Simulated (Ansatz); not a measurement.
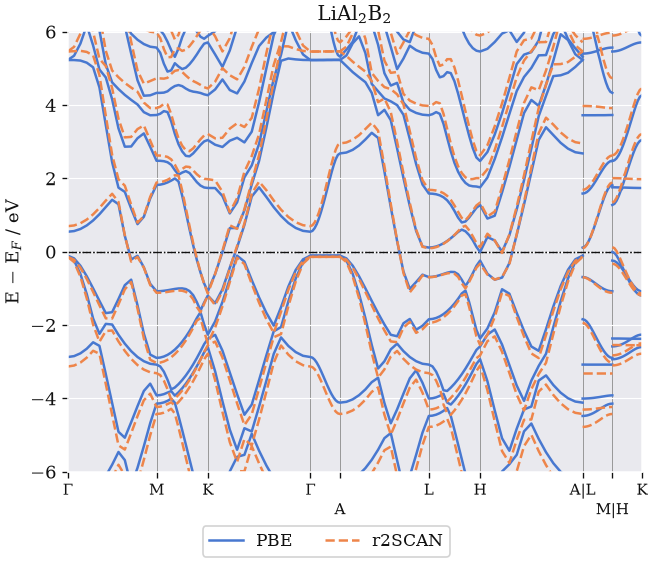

Band structures of LiAl2B2, space group P3m1 (No. 156), 5 atoms in the cell, by two methods on the same cell. Each is counted from its own Fermi level.

What changes from one method to the other?

Answer. Both give a metal. The 5 bands that come within 1 eV of the Fermi level differ by 0.15 eV on average and by 0.42 eV at most (between H and A).

Settings. PBE: DFT PBE, scalar-relativistic, plane waves, PAW, no spin polarisation, 12×12×6 k mesh, 420 eV cutoff, Gaussian smearing of 0.1 eV (Ansatz 0.2.0). r2SCAN: DFT r2SCAN, scalar-relativistic, plane waves, PAW, no spin polarisation, 12×12×6 k mesh, 500 eV cutoff (Ansatz 0.2.0).

The structure is an invented one, so it need not be a known or stable phase. The starting guess was a poor one.
